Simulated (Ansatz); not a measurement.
Take HfO$_{2}$ in the fluorite structure (space group Fm-3m, No. 225; a = 5.098 Å) as the base.

The change: every lattice vector is stretched by 2.50 %; the atoms relax in the strained cell.

All numbers come from Kohn–Sham DFT with the PBE functional, run in Ansatz (a program for electronic structure) with PAW and 420 eV plane waves, scalar-relativistic without spin-orbit coupling.

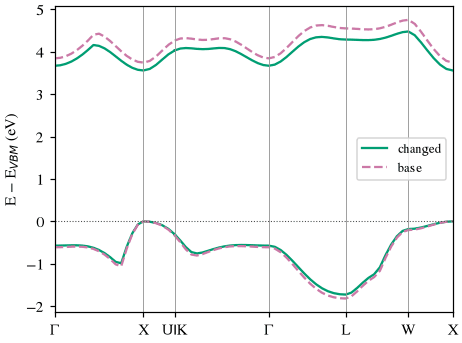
Figure: Highest valence and lowest conduction band along the path, each from its own valence-band maximum

Read the changed gap and its character from the plot.

About 3.6 eV, direct at X.

With Hf present, leaving out spin-orbit coupling can change the band edges. No phonon test of stability was made. This is not the structure that HfO2 has at room temperature and ambient pressure.
